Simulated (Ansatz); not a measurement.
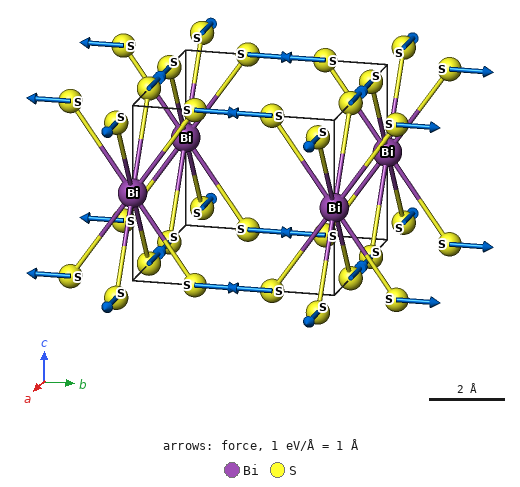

Starting geometry of crystalline BiS4 (a generated structure, set up in P4/mmm) (coarse preliminary run) with the computed forces as blue arrows. The picture is a ball-and-stick view of the cell of the calculation, seen slightly off an axis.

These are results of Ansatz, DFT PBE, scalar-relativistic, plane waves, PAW, not measurements. (plane-wave cutoff 420 eV; k-point mesh 4 × 4 × 4; occupations gaussian; smearing width 0.1 eV; no spin polarisation; cell and atoms relaxed; force threshold 0.04 eV/Å; at most 70 steps)

Question: Is this structure relaxed? If not, where do the atoms go?

Answer: It isn't relaxed: the largest force vector, on S atoms, is 1.24 eV/Å. The atoms end up moving mostly along the starting forces (cosine between the two patterns 1.00). The largest moves relative to the cell, 0.21 Å, are those of S atoms. Bi stays in place. The volume changes by +6.5 %, with a = b 5.613 → 6.378 Å (+13.6 %), c 4.901 → 4.042 Å (−17.5 %). Near-neighbour distances that change, for instance: S–S 2.445 → 3.075 Å, S–S 2.155 → 2.030 Å, Bi–S 2.999 → 2.969 Å. Bond angles that change, for instance: Bi–S–Bi 109.6° → 85.8°, Bi–S–S 125.2° → 137.1°. The space group stays P4/mmm (No. 123). Over 6 accepted moves (7 points after the start) the energy falls by 1.372 eV per cell of the calculation. Largest force component: 1.2 eV/Å at the start, 0.0056 eV/Å at the end. Pressure: 4.20 GPa at the start and 0.10 GPa at the end. The SCF was repeated once at an unchanged geometry on a basis and grid sized afresh for the cell, which shifted the energy by 11.0 meV per cell of the calculation at most.
